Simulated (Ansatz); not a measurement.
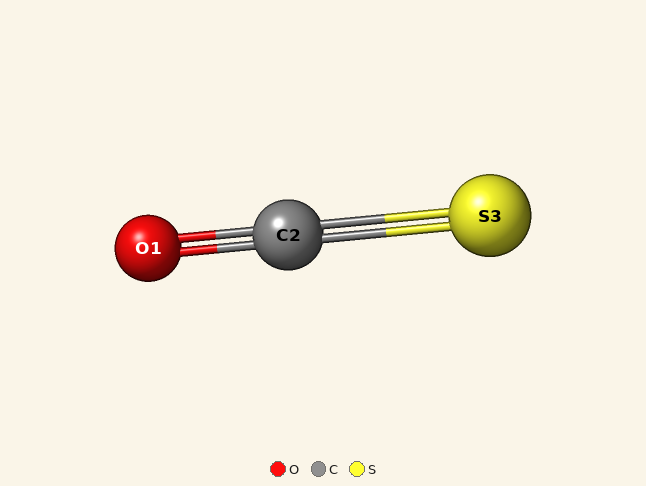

Charge +1, doublet. Sticks follow a distance rule. Harmonic vibrations computed with UKS PBE0-D4/def2-TZVP (Ansatz 0.2.0) at a stationary point of the same level.

Q: Is this a minimum or a saddle point?

A: A minimum: no imaginary frequency, and the lowest mode lies at 406 cm⁻¹.

Q: List the wavenumbers.

A: 4 modes: 406, 460, 745, 2175 cm⁻¹.
